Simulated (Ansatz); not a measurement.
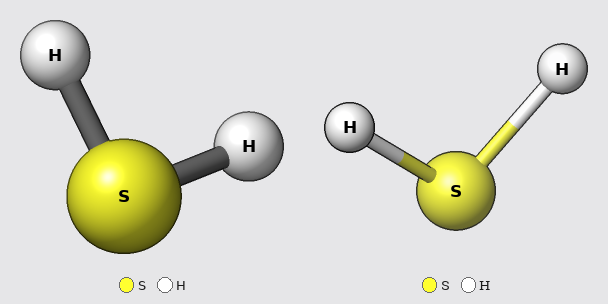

Both panels show the same species.

Description:

The molecule is H2S. The point group is C2v. Coordination: 1 S bent.

The parts below concern this one geometry. Atoms keep their numbers from picture to picture. The computed structure is the end point of a PBE0-D4/def2-TZVP optimisation.

## Dipole moment

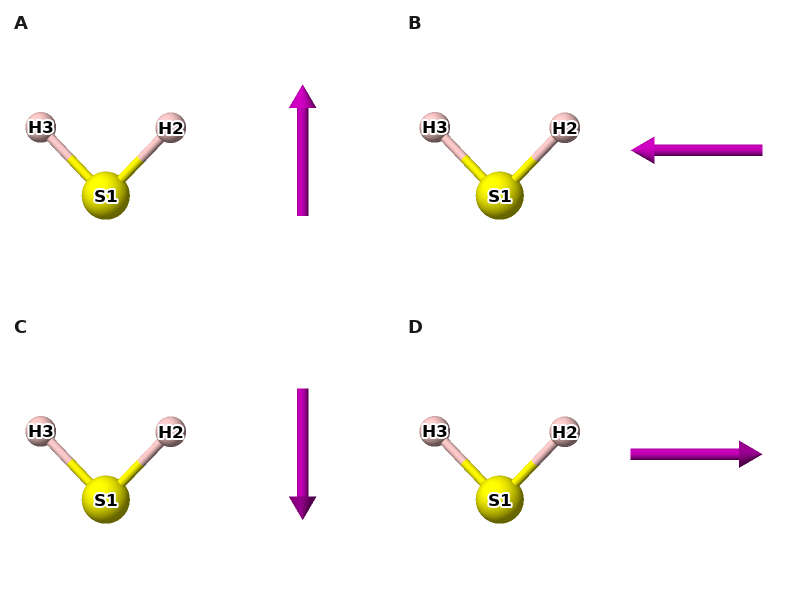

The same molecule four times, each with an arrow. Properties computed with RKS PBE0-D4/def2-TZVP (Ansatz 0.2.0).

> Which arrow points along the dipole moment, from the negative to the positive end?

A. The dipole moment is 1.16 D; it points from the side of S1 to the side of H2, H3 (the outermost atoms at the two ends).

## Vibrations

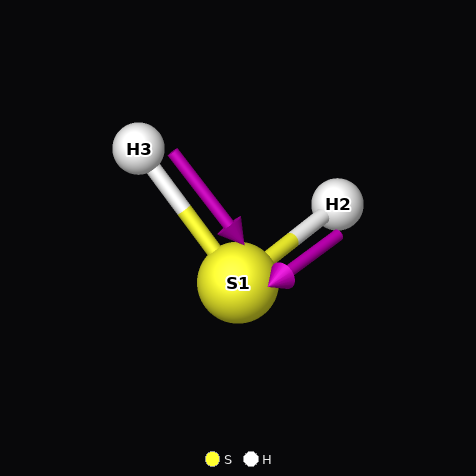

The arrows show one normal mode. Harmonic vibrations computed with RKS PBE0-D4/def2-TZVP (Ansatz 0.2.0) at a stationary point of the same level.

> What kind of motion is it?

Mostly in-phase stretching of 2 S–H bonds.

> Estimate its harmonic wavenumber.

2724 cm⁻¹; it is mode 2 of 3 counted from the lowest.

## Charges

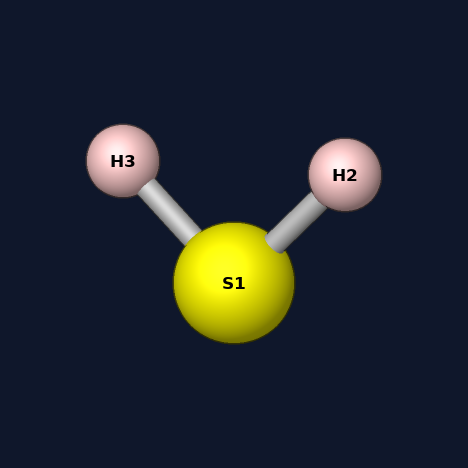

The questions are on Mulliken charges. Properties computed with RKS PBE0-D4/def2-TZVP (Ansatz 0.2.0).

Give the Mulliken charges atom by atom.

| atom | value (e) |
| --- | --- |
| S1 | −0.35 |
| H2 | 0.17 |
| H3 | 0.17 |

Mulliken values depend strongly on the basis set and can even reverse the polarity of a bond.
